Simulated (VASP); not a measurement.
Band structure of MoS (relaxed from the zinc blende structure, space group F-43m). These are PBEsol GGA, VASP's PBE PAW potentials (set 64) (plane waves; VASP) values and carry that method's errors.

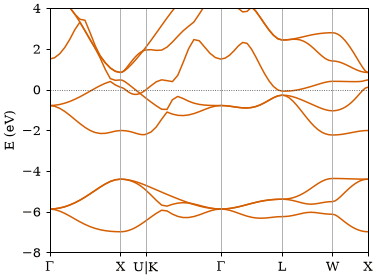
Figure: Bands along high-symmetry lines, zero at the valence-band maximum or, without a gap, the Fermi level

Q: Read the plot: is there a gap, and where are the band edges?

A: It has no gap at this level: it comes out as a metal or semimetal. (Edges off the drawn lines would not show.)

The structure was generated: MoS was put into the zinc blende type (F-43m), which need not be its known phase. It was relaxed first, which changed the volume by -32 %.
